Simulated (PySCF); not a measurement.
Consider Ca2.

```csv
atom,x (Å),y (Å),z (Å)
Ca,0.0000,0.0000,-2.1285
Ca,0.0000,0.0000,2.1285
```

Method: PBE0/def2-SVPD, non-relativistic Hamiltonian with scalar-relativistic core potentials where named, at a bond length of 4.257 Å in PySCF 2.14.0.

Question: Predict the electron density and electron localisation function between the atoms.

Answer: Ca–Ca (4.26 Å): ρ at the midpoint is about 0.05 e/Å³; the ELF peaks at about 0.90 between the atoms.

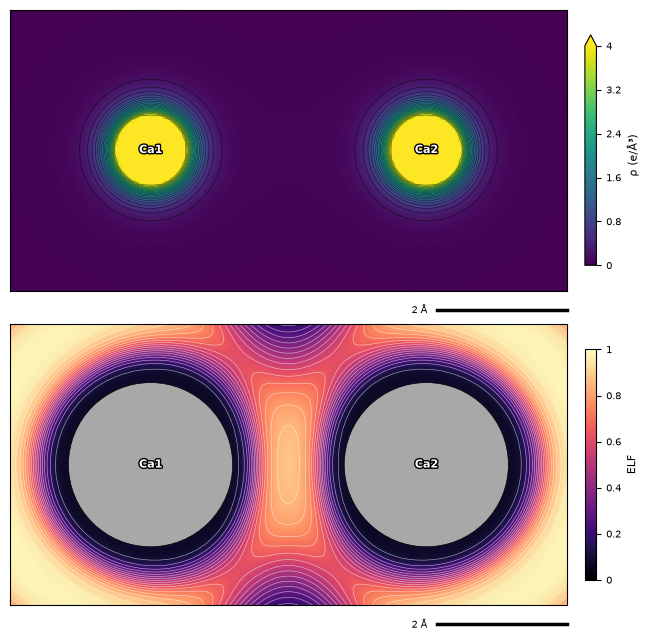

Computed electron density and electron localisation function on a plane that holds the molecular axis, in this order. Grey discs cover the atomic cores in the ELF map. 
